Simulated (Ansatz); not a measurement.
The reference is InP in the zinc blende structure (space group F-43m, No. 216; a = 5.907 Å).

Structures relaxed with DFT with r2SCAN, PAW potentials and a 500 eV plane-wave cutoff in Ansatz (an electronic-structure program), scalar-relativistic without spin-orbit coupling.

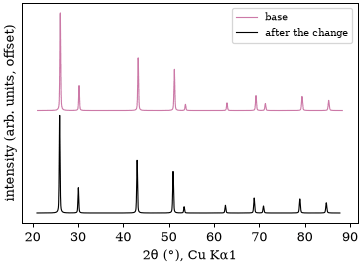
Figure: Simulated powder patterns before (top) and after one change

Problem. Name the change that was made.
A) pressure 15 GPa
B) pressure −1 GPa
C) pressure −2 GPa
D) pressure 75 GPa

Solution. B, pressure −1 GPa. Its volume per atom is 26.16 Å³ against 25.76 Å³, and its space group is F-43m (No. 216).

Load acts through the strain it causes; cell and atoms are relaxed under it. Whether these cells are dynamically stable was not tested. Measured, InP leaves this structure (for rock salt) near 9.8 GPa (temperature not stated; as listed in Datta, Sujoy, Jana, Debnarayan, arXiv (2020)).
